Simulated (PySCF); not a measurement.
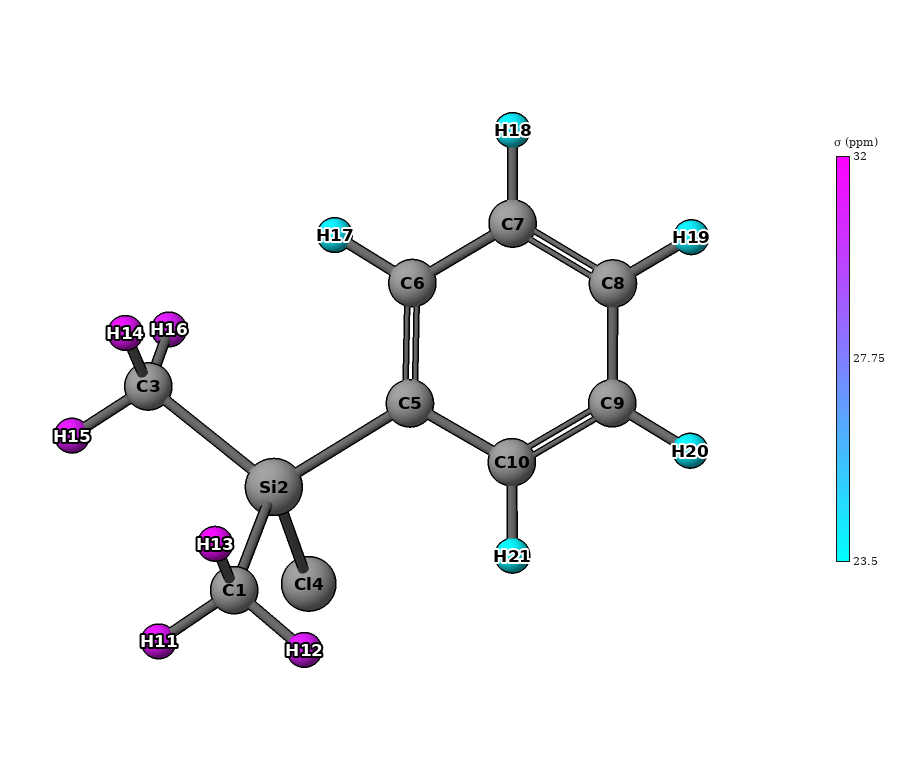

Atoms are coloured by their isotropic NMR shieldings (H only, the others grey). The geometry was computed by an optimisation with GFN2-xTB. No frequency run is at hand to confirm it as a minimum. Method: GIAO PBE0/pcSseg-1 NMR shielding, non-relativistic, gas phase (PySCF 2.14.0).

**Which H atom is the most shielded (lowest chemical shift)?**

H13 (31.53 ppm).

**Which H atom is the least shielded (highest chemical shift)?**

H21 (23.81 ppm).

**How wide is the range of H shifts?**

7.72 ppm.

Give the isotropic NMR shieldings of the H atoms atom by atom.

```csv
atom,σ (ppm)
H11,31.13
H12,30.93
H13,31.53
H14,31.27
H15,31.06
H16,30.94
H17,24.09
H18,24.12
H19,24.02
H20,23.98
H21,23.81
```

The geometry is semi-empirical. Around Si such bond lengths and angles can be off by a tenth of an ångström or more and by several degrees, and values that hang on the shape move with them.
